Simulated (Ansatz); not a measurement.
**NMR shift of metallic Pb (Lead) from a Zeeman field**

Aim: the contact shift that conduction electrons give to the nuclei of Pb (Lead), and how far it is converged.

Method: DFT, PBE, plane-wave PAW, default files (PAW set soft_2), collinear spin, scalar-relativistic, in Ansatz 0.2.0.

### 1. The structure

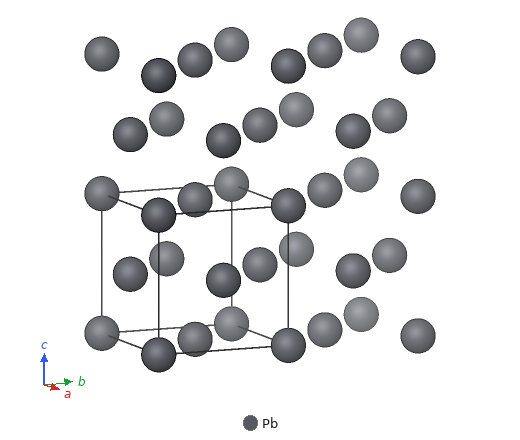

The starting structure, seen slightly off an axis (lead dark grey). 1×2×2 cells are drawn. This picture shows the conventional cell, with its axes. Some periodic images of atoms are drawn too.

The cell is an entry of the Crystallography Open Database; it need not be the form that is stable at ambient conditions.

### 2. The crystal in a Zeeman field

A field acting on the spins alone polarises the electrons at the Fermi level, and through exchange the cores. The spin density that this leaves at a nucleus gives the contact field (2μ₀/3) μB ρ_s, and its ratio to B is the isotropic contact shift K; the spin-dipolar anisotropy is not included. The field, 300 T, is far above laboratory fields so that the moment stands clear of numerical noise; it splits the spins by 35 meV, against a smearing of 100 meV. The net moment comes from states near the Fermi level, so the mesh must be dense.

Input file input.yaml:

```yaml
crystal:
  lattice:
    - [0.0, 2.47502, 2.47502]
    - [2.47502, 0.0, 2.47502]
    - [2.47502, 2.47502, 0.0]
  atoms:
    - { symbol: Pb, position: [0.0, 0.0, 0.0] }
kpoints:
  mp_grid: { grid: [22, 22, 22] }
scf:
  lower_state_search: "off"
  occupations: { method: fermi_dirac, width: 0.1 }
  convergence: { dr2_threshold: 1.0e-10 }
hamiltonian:
  xc: pbe
output:
  efg: { contact_densities: true }
  forces: true
  dos: { de: 0.02 }
  write_density: true
  write_potential: true
  elf: true
  volumetric_format: npy
magnetization:
  spin_polarized: true
  magnetic_field: 300
```

Started as:

```console
$ ansatz run input.yaml --threads 2 --pin off --max-ram 4096MiB --backend cpu --events-out ev --progress --plain --runs-dir out
```

Numbers of over 12 decimals in the logs are rounded to 6 here.

Log:

```text
[a pick of lines, long numbers rounded; other set-up, energy and force rows are left out]
Functional definition: PBE
Basis set: ecut = 420 eV, 609 PW (Γ), exchange–correlation on 48×48×48 points (8 copies of the dense FFT grid, shifted against one another)
Symmetry: 48 space group operations
k-points: 328 of 10648
SCF iter   1: F=—  HF=-11905.829717 eV  |F-HF|=—  |Δ(HF+E_count)|=         —  Δρ=1.44e-2 (↑1.36e-2 ↓1.44e-2)  dr2=2.88e-2  dr2_m=5.02e-2  M=0.792 μB ∫|m|=0.792 μB  ethr=2.10e-4  ⟨swp⟩=1.0  Hψ=59410  notcnv=0
SCF iter   2: F=—  HF=-11906.327035 eV  |F-HF|=—  |Δ(HF+E_count)|=         —  Δρ=1.23e-2 (↑1.23e-2 ↓1.06e-2)  dr2=2.97e-2  dr2_m=3.24e-2  M=0.168 μB ∫|m|=0.177 μB  β_m=0.30  ethr=2.06e-4  ⟨swp⟩=2.9  Hψ=13700  notcnv=0
preconditioner: auto → none  [metal: Δε(μ)=0.013 eV  Ē_g=19.758 eV  σ=0.100 eV  W_gap=0.03  n_scr=8 (ndim 8)  ℏωp=25.2 eV  f_vac=0.000  D(μ)=0.51/eV (n_scr^D=0)  sad-step TF]
SCF iter   3: F=—  HF=-11906.361574 eV  |F-HF|=—  |Δ(HF+E_count)|=   3.45e-2  Δρ=9.13e-3 (↑9.13e-3 ↓8.10e-3)  dr2=1.73e-2  dr2_m=1.82e-2  M=0.131 μB ∫|m|=0.138 μB  β_m=0.30  ethr=2.06e-4  ⟨swp⟩=1.0  Hψ=8618  notcnv=0
SCF iter   4: F=—  HF=-11906.379485 eV  |F-HF|=—  |Δ(HF+E_count)|=   1.79e-2  Δρ=6.22e-3 (↑6.22e-3 ↓6.16e-3)  dr2=7.92e-4  dr2_m=1.03e-2  M=0.103 μB ∫|m|=0.108 μB  β_m=0.30  ethr=1.23e-4  ⟨swp⟩=2.1  Hψ=13184  notcnv=0
SCF iter   5: F=—  HF=-11906.411307 eV  |F-HF|=—  |Δ(HF+E_count)|=         —  Δρ=3.41e-4 (↑3.14e-4 ↓3.41e-4)  dr2=8.41e-5  dr2_m=6.45e-6  M=0.009 μB ∫|m|=0.009 μB  β_m=1.00  ethr=5.66e-6  ⟨swp⟩=7.9  Hψ=47255  notcnv=0  defer=50
SCF iter   6: F=—  HF=-11906.411340 eV  |F-HF|=—  |Δ(HF+E_count)|=   3.27e-5  Δρ=2.21e-4 (↑2.12e-4 ↓2.21e-4)  dr2=4.14e-5  dr2_m=2.98e-7  M=0.011 μB ∫|m|=0.011 μB  β_m=1.00  ethr=6.00e-7  ⟨swp⟩=1.0  Hψ=12464  notcnv=0  defer=46
SCF iter   7: F=—  HF=-11906.411360 eV  |F-HF|=—  |Δ(HF+E_count)|=   2.04e-5  Δρ=4.07e-5 (↑3.73e-5 ↓4.07e-5)  dr2=1.15e-6  dr2_m=1.63e-8  M=0.011 μB ∫|m|=0.011 μB  β_m=0.30  ethr=2.96e-7  ⟨swp⟩=2.1  Hψ=11571  notcnv=0  defer=46
SCF iter   8: F=—  HF=-11906.411360 eV  |F-HF|=—  |Δ(HF+E_count)|=   6.05e-7  Δρ=2.35e-5 (↑2.18e-5 ↓2.35e-5)  dr2=3.47e-7  dr2_m=9.50e-9  M=0.011 μB ∫|m|=0.011 μB  β_m=0.50  ethr=8.19e-9  ⟨swp⟩=1.2  Hψ=7757  notcnv=0  defer=46
SCF iter   9: F=—  HF=-11906.411360 eV  |F-HF|=—  |Δ(HF+E_count)|=   1.13e-7  Δρ=4.78e-6 (↑4.78e-6 ↓4.45e-6)  dr2=1.12e-8  dr2_m=1.39e-9  M=0.011 μB ∫|m|=0.011 μB  β_m=0.63  ethr=2.48e-9  ⟨swp⟩=2.2  Hψ=10619  notcnv=0  defer=46
SCF iter  10: F=—  HF=-11906.411360 eV  |F-HF|=—  |Δ(HF+E_count)|=   1.49e-8  Δρ=5.44e-7 (↑4.84e-7 ↓5.44e-7)  dr2=3.19e-11  dr2_m=6.55e-11  M=0.011 μB ∫|m|=0.011 μB  β_m=0.75  ethr=8.03e-11  ⟨swp⟩=2.0  Hψ=8211  notcnv=0  defer=46
SCF iter  11: F=-11906.411360 eV  HF=-11906.411360 eV  |F-HF|=2.36e-11  |Δ(HF+E_count)|=  1.31e-10  Δρ=1.82e-7 (↑1.82e-7 ↓1.82e-7)  dr2=1.28e-12  dr2_m=8.80e-12  M=0.011 μB ∫|m|=0.011 μB  β_m=0.88  ethr=1.00e-12  ⟨swp⟩=5.0  Hψ=38292  notcnv=0
SCF iter  12: F=-11906.411360 eV  HF=-11906.411360 eV  |F-HF|=0.00e0  |Δ(HF+E_count)|=  4.00e-11  Δρ=1.65e-8 (↑1.65e-8 ↓1.63e-8)  dr2=3.19e-15  dr2_m=7.30e-14  M=0.011 μB ∫|m|=0.011 μB  β_m=0.92  ethr=1.00e-12  ⟨swp⟩=4.2  Hψ=27789  notcnv=0
SCF iter  13: F=-11906.411360 eV  HF=-11906.411360 eV  |F-HF|=3.64e-12  |Δ(HF+E_count)|=    0.00e0  Δρ=1.50e-9 (↑1.23e-9 ↓1.50e-9)  dr2=2.58e-16  dr2_m=4.14e-16  M=0.011 μB ∫|m|=0.011 μB  ethr=1.00e-12  ⟨swp⟩=3.7  Hψ=23383  notcnv=0
SCF converged after 13 iterations
Magnetization: 0.0113 μB (7.0056 up, 6.9944 down)
Absolute magnetization: 0.0113 μB (∫|ρ↑−ρ↓|, with the PAW one-centre terms)
Per-site moments (μB) at R_I (Å): [(0.00705156, 1.443835)]
Free energy (F): -11906.411360 eV
Fermi energy:    11.000854 eV
--- Forces (eV/Å), atoms counted from 1 ---
--- PAW observables at the nuclei: V_zz in 10²¹ V/m², potentials from the cell's mean, atoms counted from 1 ---
  atom   1  Pb V_zz =    +0.000000   η = 0.0000   by run symmetry: forbidden
            electrostatic potential = -17482.104642 V   contact ρ = 16532472.356322 e/Å³   contact ρ_s (e/Å³): all electrons +0.500214, valence +0.523744
--- Band table (eV; the first three rows and the last of 656) ---
  k-point 0 ↑: bands = ["-6.1316", "-6.1316", "-6.1316", "-5.9916", "-5.9916", "-0.8027", "18.3653", "18.3653", "18.3653", "20.6940", "22.2921"]
  k-point 1 ↑: bands = ["-6.1316", "-6.1284", "-6.1284", "-5.9919", "-5.9919", "-0.7629", "17.8187", "18.3136", "18.3136", "20.5749", "22.5635"]
  k-point 2 ↑: bands = ["-6.1318", "-6.1200", "-6.1200", "-5.9921", "-5.9921", "-0.6434", "16.6106", "18.1696", "18.1696", "20.3870", "23.0264"]
  k-point 327 ↓: bands = ["-6.0853", "-6.0681", "-6.0012", "-5.9062", "-5.7864", "4.3892", "9.3025", "9.9476", "11.2775", "21.5510", "22.4460"]
```

Elapsed: 23 s, on 2 threads of Arm Neoverse N1, shared host; peak memory 0.49 GiB; 41 s of CPU time.

The moment is 0.0113 μB a cell, a spin susceptibility of 20.9 × 10⁻⁶ emu per mole of atoms. With 7.769 T for 1 e/Å³:

| site | nucleus | contact shift (ppm) | from valence states | rest (mostly cores) |
| --- | --- | --- | --- | --- |
| Pb | 207Pb | 13000 | 13600 | -609 |

The split depends on the files: semicore shells that they treat as valence count in the first part.

### 3. Is the response linear?

The shift is a ratio that holds only while the moment grows in step with the field, so the field is doubled.

input.yaml: that of step 2 with these lines changed.

```diff
@@ -18,9 +18,4 @@
   forces: true
-  dos: { de: 0.02 }
-  write_density: true
-  write_potential: true
-  elf: true
-  volumetric_format: npy
 magnetization:
   spin_polarized: true
-  magnetic_field: 300
+  magnetic_field: 600
```

Log:

```text
[a pick of lines, long numbers rounded; other set-up, energy and force rows are left out]
[...]
Basis set: ecut = 420 eV, 609 PW (Γ), exchange–correlation on 48×48×48 points (8 copies of the dense FFT grid, shifted against one another)
[... 1 set-up line as in the run before ...]
k-points: 328 of 10648
[...]
SCF converged after 13 iterations
Magnetization: 0.0225 μB (7.0112 up, 6.9888 down)
Absolute magnetization: 0.0225 μB (∫|ρ↑−ρ↓|, with the PAW one-centre terms)
Per-site moments (μB) at R_I (Å): [(0.014099, 1.443835)]
Free energy (F): -11906.411653 eV
Fermi energy:    11.000865 eV
--- Forces (eV/Å), atoms counted from 1 ---
[...]
atom   1  Pb V_zz =    -0.000000   η = 0.0000   by run symmetry: forbidden
[...]
```

Elapsed: 20 s, on 2 threads; peak memory 0.49 GiB.

The moment goes from 0.0113 to 0.0225 μB, a factor of 2.00, and the shift of Pb from 13000 to 12900 ppm. The response is linear on all sites, to 3 % of the larger of shift and valence part or 3 ppm; the largest move is -12 ppm, on Pb.

### 4. How settled the numbers are

Each row names what differs in the settings from the first run, the PAW files staying the same unless named (PBE, default files (PAW set soft_2), mesh 22×22×22, fermi dirac smearing of 0.1 eV, cutoff 420 eV, 300 T). Shifts in ppm; times on 2 threads of Arm Neoverse N1, shared host.

| run | time | χ_s (10⁻⁶ emu/mol) | Pb |
| --- | --- | --- | --- |
| first run | 23 s | 20.9 | 13000 |
| fermi dirac 0.05 eV | 23 s | 20.6 | 12900 |
| 100 T | 40 s | 20.9 | 13000 |
| mesh 8×8×8 | 11 s | 16.1 | 16900 |

### 5. What came out

```json
{
 "207Pb contact shift": "13000 ppm",
 "spin susceptibility": "20.9 × 10⁻⁶ emu per mole of atoms"
}
```

**Reading.** The spin part of the Knight shift is 13000 ppm on Pb in the first run. No row of the table has a finer mesh on this cell, so the value may still hold a sampling error; the coarser mesh 8×8×8 differs by +30 % on Pb. Narrowing the smearing to 0.05 eV on the same mesh changes the shift of Pb by -0.3 %. Over the rows of this table on the first cell the shift spans 12900 to 16900 ppm on Pb. 3 further runs of this session (failed, refused or on trial settings) are not shown. The orbital shift is left out. Spin-orbit coupling is missing.

[Logs are printed without paths, hosts, clocks, repeated set-up lines and the standing remarks that a program may print on its own settings, such as how far it seeks lower states.]

[Hosts, paths, dates, database ids (printed as entryN), source tags and the programs' standing remarks are cut or masked in the printed files.]
